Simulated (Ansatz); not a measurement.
# C2H8O2Si: up Jacob's ladder to CCSD(T), part 2 of 2

Ansatz 0.2.0, Gaussian basis; functionals in def2-TZVPP, the program's frozen cores in correlated methods.

### Step 14. CAM-B3LYP-D4 (range-separated)

in.yaml reads:

```yaml
crystal:
  periodic: [false, false, false]
  atoms:
    - {symbol: C, position_ang: [-0.989372, 0.568374, 1.101212]}
    - {symbol: C, position_ang: [0.243315, -0.182011, 0.647961]}
    - {symbol: O, position_ang: [1.327269, 0.767951, 0.605306]}
    - {symbol: Si, position_ang: [0.099538, -0.880692, -1.104401]}
    - {symbol: O, position_ang: [-0.122478, 0.371040, -2.152051]}
    - {symbol: H, position_ang: [-0.814806, 1.038937, 2.072049]}
    - {symbol: H, position_ang: [-1.839127, -0.112128, 1.192453]}
    - {symbol: H, position_ang: [-1.257591, 1.350747, 0.387332]}
    - {symbol: H, position_ang: [0.468120, -0.971901, 1.378559]}
    - {symbol: H, position_ang: [2.153917, 0.282786, 0.534937]}
    - {symbol: H, position_ang: [-1.046978, -1.804901, -1.294380]}
    - {symbol: H, position_ang: [1.376762, -1.603936, -1.385818]}
    - {symbol: H, position_ang: [0.421831, 1.140935, -1.968262]}
basis:
  gaussian: {orbitals: def2-TZVPP}
hamiltonian: {xc: {name: CAM-B3LYP}, dispersion: d4}
output: {orbitals: {seedname: orbitals}}
```

Run with:

```console
$ ansatz run in.yaml --threads 4 --pin off --events-out ev --progress --plain --max-ram 10444MiB
```

The program printed, shortened:

```text
Functional definition: CAM-B3LYP
  name "CAM-B3LYP"
  cite "Yanai, Tew & Handy, Chem. Phys. Lett. 393, 51 (2004) doi:10.1016/j.cplett.2004.06.011"
  cite "Iikura, Tsuneda, Yanai & Hirao, J. Chem. Phys. 115, 3540 (2001) doi:10.1063/1.1383587"
  cite "Becke, Phys. Rev. A 38, 3098 (1988) doi:10.1103/PhysRevA.38.3098"
  cite "Lee, Yang & Parr, Phys. Rev. B 37, 785 (1988) doi:10.1103/PhysRevB.37.785"
  cite "Vosko, Wilk & Nusair, Can. J. Phys. 58, 1200 (1980) doi:10.1139/p80-159"
[...]
  # Exact exchange under (alpha + beta erf(omega r))/r, Becke's under what is left of 1/r.
[...]
1425 factors; their error is unknown
369 factors; integrals over basis functions are off by at most 1.2e-5 eV
[...]
mean field -14177.87303896 eV, -521.0272240744 hartree, gradient 4.6e-5 eV, S^2 0.000000; 0 other end points of the search recorded, 0 dependent functions left out
reference -14177.87317912 eV, -521.0272292249 hartree; 25, 25 occupied and 253, 253 virtual orbitals, 1425 factors
Total energy: -14178.09139924 eV, -521.0352486666 hartree
```

Run time: 3.8 s. Hardware: 4 threads of Arm Neoverse V1, shared host; peak memory 0.78 GiB.

Atomisation energy: 50.268 eV (free atoms -14127.823 eV, run apart). HOMO -8.78 eV, LUMO 1.21 eV.

### Step 15. LC-ωPBE (range-separated)

Changes to in.yaml since step 14:

```diff
@@ -18,3 +18,3 @@
   gaussian: {orbitals: def2-TZVPP}
-hamiltonian: {xc: {name: CAM-B3LYP}, dispersion: d4}
+hamiltonian: {xc: {name: LC-wPBE}}
 output: {orbitals: {seedname: orbitals}}
```

Launched as before.

The program printed, shortened:

```text
Functional definition: LC-wPBE
  name "LC-wPBE"
  cite "Vydrov & Scuseria, J. Chem. Phys. 125, 234109 (2006) doi:10.1063/1.2409292"
  cite "Heyd & Scuseria, J. Chem. Phys. 120, 7274 (2004) doi:10.1063/1.1668634"
  cite "Ernzerhof & Perdew, J. Chem. Phys. 109, 3313 (1998) doi:10.1063/1.476928"
  cite "Perdew, Burke & Ernzerhof, Phys. Rev. Lett. 77, 3865 (1996) doi:10.1103/PhysRevLett.77.3865"
  parent pbe
[...]
1422 factors; their error is unknown
469 factors; integrals over basis functions are off by at most 2.1e-5 eV
[...]
mean field -14174.15901673 eV, -520.8907362747 hartree, gradient 5.1e-5 eV, S^2 0.000000; 0 other end points of the search recorded, 0 dependent functions left out
reference -14174.15901673 eV, -520.8907362749 hartree; 25, 25 occupied and 253, 253 virtual orbitals, 1422 factors
Total energy: -14174.15901673 eV, -520.8907362749 hartree
```

Run time: 2.8 s. Hardware: 4 threads of Arm Neoverse V1, shared host.

Atomisation energy: 49.786 eV (free atoms -14124.373 eV, run apart). HOMO -10.08 eV, LUMO 2.49 eV.

### Step 16. ωB97X-V (range-separated)

Changes to in.yaml since step 15:

```diff
@@ -18,3 +18,3 @@
   gaussian: {orbitals: def2-TZVPP}
-hamiltonian: {xc: {name: LC-wPBE}}
+hamiltonian: {xc: {name: wB97X-V}}
 output: {orbitals: {seedname: orbitals}}
```

The command is unchanged.

The program printed, shortened:

```text
Functional definition: wB97X-V
  name "wB97X-V"
  cite "Mardirossian & Head-Gordon, Phys. Chem. Chem. Phys. 16, 9904 (2014) doi:10.1039/C3CP54374A"
  cite "Becke, J. Chem. Phys. 107, 8554 (1997) doi:10.1063/1.475007"
  cite "Vydrov & Van Voorhis, J. Chem. Phys. 133, 244103 (2010) doi:10.1063/1.3521275"
[...]
      + integral(e_c_pw_opposite_spin*poly(b97_u_opposite, cos0, cos1)) + vv10(b, c)
1425 factors; their error is unknown
352 factors; integrals over basis functions are off by at most 9.7e-6 eV
[...]
mean field -14177.00192450 eV, -520.9952112082 hartree, gradient 6.1e-5 eV, S^2 0.000000; 0 other end points of the search recorded, 0 dependent functions left out
reference -14177.00192236 eV, -520.9952111298 hartree; 25, 25 occupied and 253, 253 virtual orbitals, 1425 factors
Total energy: -14177.00192236 eV, -520.9952111298 hartree
```

Wall time 8.5 s (4 threads of Arm Neoverse V1, shared host); peak memory 0.87 GiB.

With the free atoms at this level, -14126.831 eV in sum, the atomisation energy is 50.171 eV. HOMO -9.76 eV, LUMO 2.30 eV.

### Step 17. ωB97M-V (range-separated)

Changes to in.yaml since step 16:

```diff
@@ -18,3 +18,3 @@
   gaussian: {orbitals: def2-TZVPP}
-hamiltonian: {xc: {name: wB97X-V}}
-output: {orbitals: {seedname: orbitals}}
+hamiltonian: {xc: {name: wB97M-V}}
+output: {forces: true, orbitals: {seedname: orbitals}}
```

Same command.

The program printed, shortened:

```text
Functional definition: wB97M-V
  name "wB97M-V"
  cite "Mardirossian & Head-Gordon, J. Chem. Phys. 144, 214110 (2016) doi:10.1063/1.4952647"
  cite "Becke, J. Chem. Phys. 107, 8554 (1997) doi:10.1063/1.475007"
  cite "Vydrov & Van Voorhis, J. Chem. Phys. 133, 244103 (2010) doi:10.1063/1.3521275"
  # Of w^i u^j: cxij and so on, Table III.
[...]
  gx(w, u) = 1 - cx + cx01*u + cx10*w
  gss(w, u) = css00 + css04*u^4 + css10*w + css20*w^2 + css43*w^4*u^3
  gos(w, u) = cos00 + cos10*w + (cos20 + cos21*u)*w^2 + (cos60 + cos61*u)*w^6
[...]
      + integral(e_c_pw_mod_opposite_spin*gos(b97_w_opposite, b97_u_opposite)) + vv10(b, c)
1425 factors; their error is unknown
352 factors; integrals over basis functions are off by at most 9.7e-6 eV
[...]
Atom 3 at     0.099538    -0.880692    -1.104401 Å, force     0.023754    -0.237640     0.062606 eV/Å
Atom 4 at    -0.122478     0.371040    -2.152051 Å, force     0.025773     0.102927    -0.012902 eV/Å
Atom 5 at    -0.814806     1.038937     2.072049 Å, force    -0.012797    -0.036565    -0.077850 eV/Å
Atom 6 at    -1.839127    -0.112128     1.192453 Å, force     0.054355     0.046098    -0.006169 eV/Å
Atom 7 at    -1.257591     1.350747     0.387332 Å, force     0.026103    -0.052693     0.041079 eV/Å
Atom 8 at     0.468120    -0.971901     1.378559 Å, force    -0.014139     0.071558    -0.054241 eV/Å
Atom 9 at     2.153917     0.282786     0.534937 Å, force    -0.030137     0.047629     0.007028 eV/Å
Atom 10 at    -1.046978    -1.804901    -1.294380 Å, force     0.127731     0.110387     0.035914 eV/Å
Atom 11 at     1.376762    -1.603936    -1.385818 Å, force    -0.135848     0.083369     0.037650 eV/Å
Atom 12 at     0.421831     1.140935    -1.968262 Å, force    -0.027548    -0.008024    -0.029282 eV/Å
Dipole moment:     0.197996    -0.119226     0.255891 e Å
```

Wall time 13 s (4 threads of Arm Neoverse V1, shared host); peak memory 1.1 GiB.

Atomisation energy: 50.201 eV (free atoms -14126.859 eV, run apart). HOMO -9.65 eV, LUMO 1.92 eV.

### Step 18. B2PLYP (double hybrid)

Changes to in.yaml since step 17:

```diff
@@ -18,3 +18,2 @@
   gaussian: {orbitals: def2-TZVPP}
-hamiltonian: {xc: {name: wB97M-V}}
-output: {forces: true, orbitals: {seedname: orbitals}}
+hamiltonian: {xc: {name: B2PLYP}}
```

Same command.

The program printed, shortened:

```text
Functional definition: B2PLYP
  name "B2PLYP"
  cite "Grimme, J. Chem. Phys. 124, 034108 (2006) doi:10.1063/1.2148954"
  cite "Becke, Phys. Rev. A 38, 3098 (1988) doi:10.1103/PhysRevA.38.3098"
  cite "Lee, Yang & Parr, Phys. Rev. B 37, 785 (1988) doi:10.1103/PhysRevB.37.785"
[...]
1642 factors; integrals over basis functions are off by at most 9.3e-4 eV
[...]
mean field -14163.70557373 eV, -520.5065793300 hartree, gradient 8.1e-6 eV, S^2 0.000000; 0 other end points of the search recorded, 0 dependent functions left out
9 core orbitals not correlated: weight in the atoms' cores, before any rotation towards them, 1.000 or more for the frozen orbitals, at most 0.000 for the correlated occupied ones
reference -14163.70575525 eV, -520.5065860009 hartree; 16, 16 occupied and 253, 253 virtual orbitals, 1642 factors
second order -31.43417764 eV of doubles, -0.00000000 eV of singles
Total energy: -14172.19298321 eV, -520.8184858757 hartree
```

Run time: 6.5 s. Hardware: 4 threads of Arm Neoverse V1, shared host; peak memory 0.78 GiB.

With the free atoms at this level, -14122.712 eV in sum, the atomisation energy is 49.481 eV.

### Step 19. PBE-QIDH (double hybrid)

Changes to in.yaml since step 18:

```diff
@@ -18,2 +18,2 @@
   gaussian: {orbitals: def2-TZVPP}
-hamiltonian: {xc: {name: B2PLYP}}
+hamiltonian: {xc: {name: PBE-QIDH}}
```

The command is unchanged.

The program printed, shortened:

```text
Functional definition: PBE-QIDH
  name "PBE-QIDH"
  cite "Brémond, Sancho-García, Pérez-Jiménez & Adamo, J. Chem. Phys. 141, 031101 (2014) doi:10.1063/1.4890314"
  cite "Perdew, Burke & Ernzerhof, Phys. Rev. Lett. 77, 3865 (1996) doi:10.1103/PhysRevLett.77.3865"
[...]
1642 factors; integrals over basis functions are off by at most 9.3e-4 eV
[...]
mean field -14156.97446113 eV, -520.2592155045 hartree, gradient 3.6e-6 eV, S^2 0.000000; 0 other end points of the search recorded, 0 dependent functions left out
9 core orbitals not correlated: weight in the atoms' cores, before any rotation towards them, 1.000 or more for the frozen orbitals, at most 0.000 for the correlated occupied ones
reference -14156.97447456 eV, -520.2592159982 hartree; 16, 16 occupied and 253, 253 virtual orbitals, 1642 factors
second order -29.25603360 eV of doubles, -0.00000000 eV of singles
Total energy: -14166.72648576 eV, -520.6175957996 hartree
```

It took 7 s on 4 threads of Arm Neoverse V1, shared host; peak memory 0.78 GiB.

Atomisation energy: 49.576 eV (free atoms -14117.151 eV, run apart).

### Step 20. Orbital energies across the functionals

Dipoles come from the runs that computed forces. Levels are read from the orbital files that the runs wrote:

```tsv
functional	HOMO (eV)	LUMO (eV)	gap (eV)	dipole (D)
LDA (SPW92)	-6.03	-0.80	5.23	
PBE-D4	-5.89	-0.56	5.34	1.63
revPBE-D4	-5.83	-0.44	5.39	
BLYP-D4	-5.83	-0.50	5.32	
r2SCAN-D4	-6.17	-0.06	6.11	1.64
B97M-V	-6.34	-0.36	5.98	
PBE0-D4	-7.34	0.33	7.67	
B3LYP-D4	-7.15	0.04	7.18	1.67
r2SCANh-D4	-6.72	0.23	6.94	
r2SCAN0-D4	-7.53	0.64	8.17	
HSE06-D4	-6.93	-0.05	6.89	
BHLYP-D4	-8.75	1.10	9.84	
CAM-B3LYP-D4	-8.78	1.21	9.99	
LC-ωPBE	-10.08	2.49	12.57	
ωB97X-V	-9.76	2.30	12.05	
ωB97M-V	-9.65	1.92	11.57	1.66
```

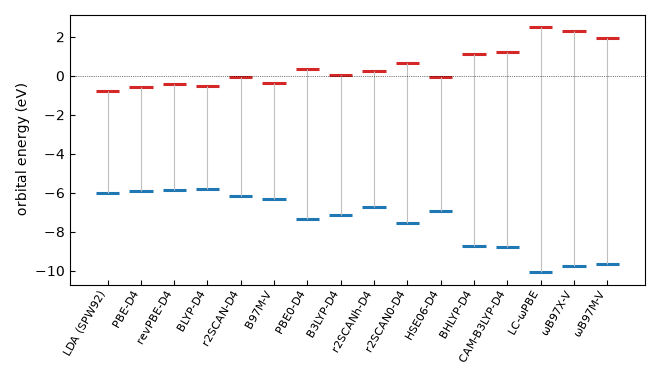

Highest occupied (blue) and lowest empty (red) level by functional.

### Step 21. CCSD(T) in def2-SVP

Changes to in.yaml since step 19:

```diff
@@ -17,3 +17,3 @@
 basis:
-  gaussian: {orbitals: def2-TZVPP}
-hamiltonian: {xc: {name: PBE-QIDH}}
+  gaussian: {orbitals: def2-SVP}
+correlation: {method: ccsd_t}
```

Launched as before.

The program printed, shortened:

```text
Functional definition: HF
  name "HF"
  cite "Fock, Z. Phys. 61, 126 (1930) doi:10.1007/BF01340294"
  parent pbe
[...]
1129 factors; integrals over basis functions are off by at most 1.4e-3 eV
[...]
mean field -14117.62689003 eV, -518.8132189374 hartree, gradient 1.1e-6 eV, S^2 0.000000; 0 other end points of the search recorded, 0 dependent functions left out
9 core orbitals not correlated: weight in the atoms' cores, before any rotation towards them, 1.000 or more for the frozen orbitals, at most 0.000 for the correlated occupied ones
reference -14117.62689003 eV, -518.8132189374 hartree; 16, 16 occupied and 89, 89 virtual orbitals, 1129 factors
second order -20.69605233 eV of doubles, -0.00000000 eV of singles
cycle   1  -21.49917411 eV  change   -8.0e-1 eV  update   9.7e-2
[...]
cycle   9  -22.14406219 eV  change   -1.5e-5 eV  update   2.2e-5
perturbative correction -0.54849453 eV, -0.0201568024 hartree
Total energy: -14140.31944676 eV, -519.6471550156 hartree
```

It took 7.5 s on 4 threads of Arm Neoverse V1, shared host; peak memory 0.59 GiB.

### Step 22. CCSD(T) in def2-TZVPP

Changes to in.yaml since step 21:

```diff
@@ -17,3 +17,4 @@
 basis:
-  gaussian: {orbitals: def2-SVP}
+  gaussian: {orbitals: def2-TZVPP}
 correlation: {method: ccsd_t}
+output: {orbitals: {seedname: orbitals}}
```

Same command.

The program printed, shortened:

```text
Functional definition: HF
  name "HF"
  cite "Fock, Z. Phys. 61, 126 (1930) doi:10.1007/BF01340294"
  parent pbe
[...]
1642 factors; integrals over basis functions are off by at most 9.3e-4 eV
[...]
mean field -14128.16394388 eV, -519.2004485242 hartree, gradient 1.6e-6 eV, S^2 0.000000; 0 other end points of the search recorded, 0 dependent functions left out
9 core orbitals not correlated: weight in the atoms' cores, before any rotation towards them, 1.000 or more for the frozen orbitals, at most 0.000 for the correlated occupied ones
reference -14128.16394388 eV, -519.2004485242 hartree; 16, 16 occupied and 253, 253 virtual orbitals, 1642 factors
second order -26.09343611 eV of doubles, -0.00000000 eV of singles
cycle   1  -26.49947558 eV  change   -4.1e-1 eV  update   1.0e-1
[...]
cycle   9  -27.23514129 eV  change   -2.3e-5 eV  update   2.8e-5
perturbative correction -0.99564925 eV, -0.0365894350 hartree
Total energy: -14156.39473442 eV, -520.2379109409 hartree
```

Run time: 3.9 min. Hardware: 4 threads of Arm Neoverse V1, shared host; peak memory 8 GiB.

### Step 23. MP2 in def2-QZVPP

Changes to in.yaml since step 22:

```diff
@@ -17,4 +17,3 @@
 basis:
-  gaussian: {orbitals: def2-TZVPP}
-correlation: {method: ccsd_t}
-output: {orbitals: {seedname: orbitals}}
+  gaussian: {orbitals: "def2-QZVPP.json"}
+correlation: {method: mp2}
```

Launched as before.

The program printed:

```text
Functional definition: HF
  name "HF"
  cite "Fock, Z. Phys. 61, 126 (1930) doi:10.1007/BF01340294"
  parent pbe
  exchange = exact_x
  correlation = 0
3219 factors; integrals over basis functions are off by at most 1.1e-3 eV
mean field evaluation 1: about -14123.1002 eV, gradient 5.1e1 eV
mean field evaluation 2: about -14123.2408 eV, gradient 5.1e1 eV
mean field evaluation 4: about -14128.6437 eV, gradient 4.6e0 eV
mean field evaluation 8: about -14128.7179 eV, gradient 2.7e-1 eV
mean field -14128.71820973 eV, -519.2208174186 hartree, gradient 1.9e-6 eV, S^2 0.000000; 0 other end points of the search recorded, 0 dependent functions left out
9 core orbitals not correlated: weight in the atoms' cores, before any rotation towards them, 1.000 or more for the frozen orbitals, at most 0.000 for the correlated occupied ones
reference -14128.71820973 eV, -519.2208174186 hartree; 16, 16 occupied and 513, 513 virtual orbitals, 3219 factors
second order -28.03740649 eV of doubles, -0.00000000 eV of singles
Total energy: -14156.75561622 eV, -520.2511731025 hartree
```

Wall time 29 s (4 threads of Arm Neoverse V1, shared host); peak memory 4 GiB.

Energy pieces by basis (eV):

```tsv
basis	HF	MP2 correlation	CCSD correlation	(T)	total
def2-SVP	-14117.6269	-20.6961	-22.1441	-0.5485	-14140.3194
def2-TZVPP	-14128.1639	-26.0934	-27.2351	-0.9956	-14156.3947
def2-QZVPP	-14128.7182	-28.0374			-14156.7556 (MP2)
```

The report of the def2-TZVPP run gives T1 = 0.0110.

### Step 24. The basis-set limit

No new run: Hartree-Fock is extrapolated as exp(−7.88√X) and correlation as X^−2.97, with X = 3 and 4; only MP2 was run in the larger set, so CCSD(T) minus MP2 is added from the smaller one.

```tsv
level	energy at the limit (eV)
HF	-14128.7946
MP2	-14158.2719
CCSD	-14159.4136
CCSD(T)	-14160.4093
```

### Step 25. RPA on PBE orbitals

Changes to in.yaml since step 23:

```diff
@@ -17,3 +17,4 @@
 basis:
-  gaussian: {orbitals: "def2-QZVPP.json"}
-correlation: {method: mp2}
+  gaussian: {orbitals: def2-TZVPP}
+hamiltonian: {xc: pbe}
+correlation: {method: rpa}
```

The command is unchanged.

The program printed, shortened:

```text
Functional definition: PBE
  name "PBE"
  cite "Perdew, Burke & Ernzerhof, Phys. Rev. Lett. 77, 3865 (1996) doi:10.1103/PhysRevLett.77.3865"
  parent pbe
[...]
1642 factors; integrals over basis functions are off by at most 9.3e-4 eV
[...]
mean field -14168.56087626 eV, -520.6850084070 hartree, gradient 6.3e-6 eV, S^2 0.000000; 0 other end points of the search recorded, 0 dependent functions left out
9 core orbitals not correlated: weight in the atoms' cores, before any rotation towards them, 1.000 or more for the frozen orbitals, at most 0.000 for the correlated occupied ones
reference -14126.51406899 eV, -519.1398167402 hartree; 16, 16 occupied and 253, 253 virtual orbitals, 1642 factors
Total energy: -14169.10827941 eV, -520.7051251019 hartree
```

It took 6 s on 4 threads of Arm Neoverse V1, shared host; peak memory 0.73 GiB.

RPA correlation: -42.594 eV. No RPA run of the hydrogen atom was made, so RPA has no atomisation energy below.

### Step 26. The ladder

Atomisation energy = energies of 2 C, 2 O, 1 Si, 8 H (separate runs, same level) minus the molecule's; electronic only, no spin-orbit term.

```tsv
method	rung	atoms, summed (eV)	atomisation energy (eV)	from CCSD(T)/CBS (eV)	time
LDA (SPW92)	LDA	-14041.250	57.147	+6.944	1.4 s
PBE-D4	GGA	-14118.114	50.706	+0.503	3 s
revPBE-D4	GGA	-14127.661	49.521	-0.682	2.4 s
BLYP-D4	GGA	-14128.730	49.855	-0.348	2.5 s
r2SCAN-D4	meta-GGA	-14126.077	50.087	-0.116	5.5 s
B97M-V	meta-GGA	-14126.933	50.008	-0.195	10 s
PBE0-D4	hybrid	-14120.144	49.848	-0.355	3.3 s
B3LYP-D4	hybrid	-14131.440	49.955	-0.248	5.5 s
r2SCANh-D4	hybrid	-14126.026	49.775	-0.428	6 s
r2SCAN0-D4	hybrid	-14125.963	49.328	-0.875	5.5 s
HSE06-D4	hybrid	-14119.590	49.883	-0.320	3.7 s
BHLYP-D4	hybrid	-14128.562	48.534	-1.669	3.5 s
CAM-B3LYP-D4	range-separated	-14127.823	50.268	+0.065	3.8 s
LC-ωPBE	range-separated	-14124.373	49.786	-0.417	2.8 s
ωB97X-V	range-separated	-14126.831	50.171	-0.032	8.5 s
ωB97M-V	range-separated	-14126.859	50.201	-0.002	13 s
B2PLYP	double hybrid	-14122.712	49.481	-0.722	6.5 s
PBE-QIDH	double hybrid	-14117.151	49.576	-0.627	7 s
HF/def2-TZVPP	wavefunction	-14091.839	36.325	-13.878	
MP2/def2-TZVPP	wavefunction	-14104.672	49.586	-0.617	
CCSD/def2-TZVPP	wavefunction	-14107.185	48.214	-1.989	
CCSD(T)/def2-SVP	wavefunction	-14093.200	47.120	-3.083	7.5 s
CCSD(T)/def2-TZVPP	wavefunction	-14107.518	48.877	-1.326	3.9 min
MP2/CBS	wavefunction	-14107.360	50.912	+0.709	
CCSD(T)/CBS	wavefunction	-14110.206	50.203	0	4.4 min
```

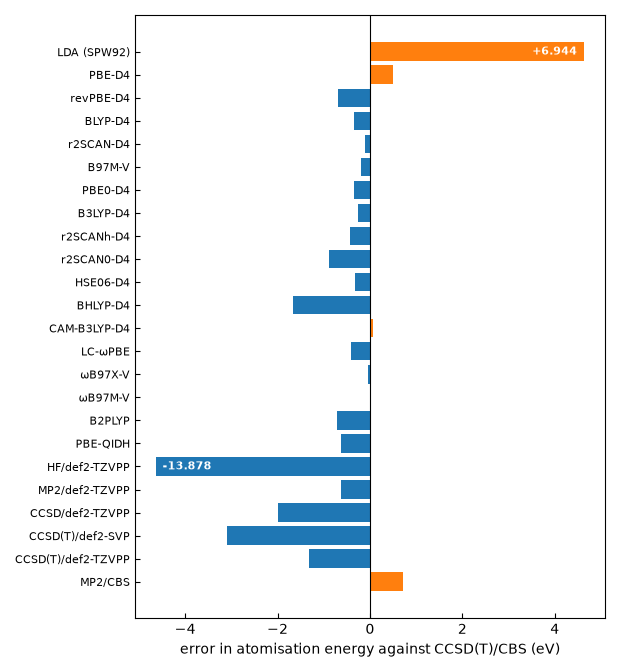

Error of each method against CCSD(T)/CBS. Bars with a number in them are cut short.

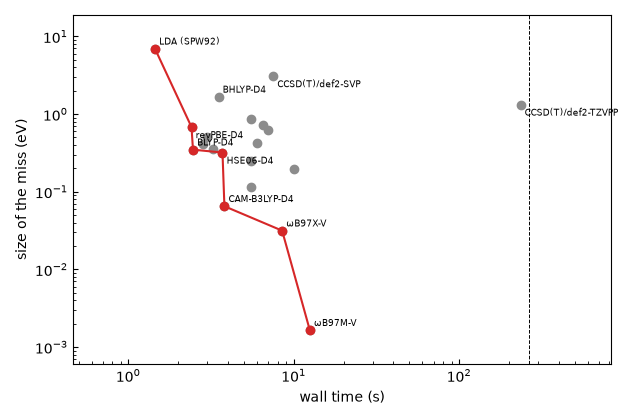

Accuracy for the time spent; red marks the levels that beat every quicker one drawn (of those quicker than the yardstick), and the dashed line is the time of CCSD(T)/CBS. Only those levels and the largest misses are named. Times are from a shared host.

LDA (SPW92), LC-ωPBE, B2PLYP, PBE-QIDH carry no dispersion term (for B3LYP, D4 adds 0.413 eV).

Times are those of the molecule's run; HF, MP2 and CCSD come out of the CCSD(T) runs, and the limit's time is the sum of the runs that it needs.

### Step 27. Results

This closing draws on all 2 parts.

| quantity | value |
| --- | --- |
| atomisation energy, CCSD(T)/CBS | 50.203 eV |
| functionals within 0.251 eV (0.5 %) | r2SCAN-D4, B97M-V, B3LYP-D4, CAM-B3LYP-D4, ωB97X-V, ωB97M-V |
| farthest beyond LDA | BHLYP-D4 (-1.669 eV) |
| mean size of error, GGA | 0.511 eV |
| mean size of error, meta-GGA | 0.156 eV |
| mean size of error, hybrid | 0.649 eV |
| mean size of error, range-separated | 0.129 eV |
| mean size of error, double hybrid | 0.675 eV |
| gap, smallest and largest | 5.23 eV (LDA (SPW92)), 12.57 eV (LC-ωPBE) |
| T1 diagnostic | 0.0110 |
| triples share of the correlation energy | 3.5 % |

**Reading.** The LDA atomisation energy is off by 6.944 eV (14 %): it overbinds. PBE-D4 misses by +0.503 eV. Double hybrids carry the basis error of their MP2 part in triple zeta, and no dispersion term here, so their miss is partly the set-up's. The rungs range-separated, meta-GGA miss on average by less than the doubt on the reference (0.251 eV), so they tie. Misses under about 0.251 eV are within the doubt on the reference itself, which lacks core-valence correlation, relativity and higher excitations. Hartree-Fock recovers 72 % of the binding; the rest is correlation. CCSD(T) in def2-SVP is off by -3.083 eV, so the small basis spoils what the method gains. Orbital gaps span 5.2 to 12.6 eV; exact exchange widens them.

For cost: ωB97M-V gets within 0.002 eV in 13 s, where CCSD(T)/CBS took 4.4 min; the quickest level in the cost chart, LDA (SPW92), takes 1.4 s and misses by 6.944 eV.
